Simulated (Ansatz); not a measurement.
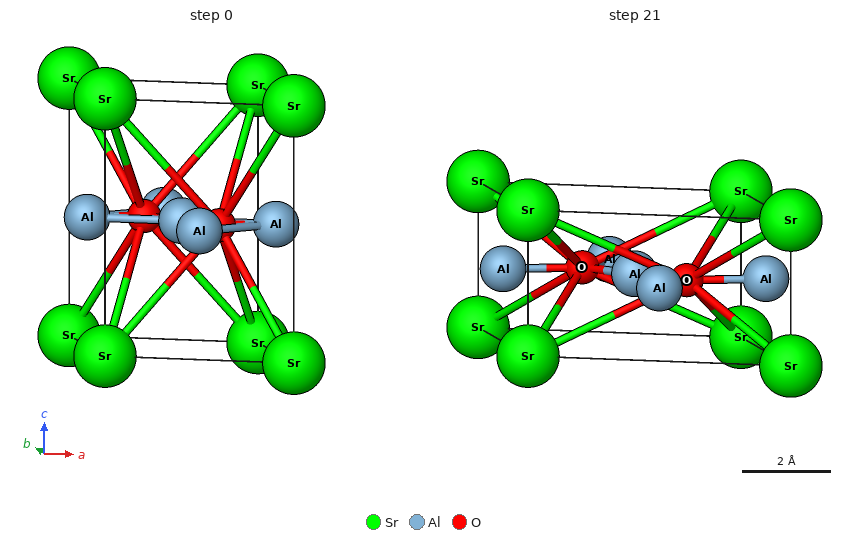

The structure of solid SrAl3O2 (a generated structure, set up in P6/mmm) (coarse preliminary run) before (left) and after (right) a relaxation, at one scale.

Style: ball-and-stick. Shown: the cell of the calculation, slightly off an axis.

All numbers below come from DFT PBE, scalar-relativistic, plane waves, PAW in Ansatz. (plane-wave cutoff 420 eV; k-point mesh 6 × 6 × 4; occupations gaussian; smearing width 0.1 eV; no spin polarisation; cell and atoms relaxed; force threshold 0.04 eV/Å; at most 70 steps)

What changed between the two?

No atom moves by more than 0.005 Å relative to the cell. Cell: a = b 4.593 → 6.393 Å (+39.2 %), c 5.925 → 3.359 Å (−43.3 %). Volume +9.8 %. Some distances before and after: Sr–Sr 5.925 → 3.359 Å, Al–Al 2.297 → 3.196 Å, Al–O 1.326 → 1.845 Å, O–Sr 3.976 → 4.055 Å. Bonds break: Al–Al (2.30 → 3.20 Å). The space group stays P6/mmm (No. 191). The energy falls by 31.668 eV per cell of the calculation in 19 accepted moves (21 points after the start). All forces vanish by symmetry, so only the cell relaxes. The pressure goes from 128.94 to 0.10 GPa. At 2 points the geometry stayed and the basis and grid were re-selected for the new cell (energy shift of 1.595 eV per cell of the calculation at most each time). Cost: 2 min on 1 thread of Intel(R) Xeon(R) Processor @ 2.70GHz (shared host), peak memory 0.41 GiB.
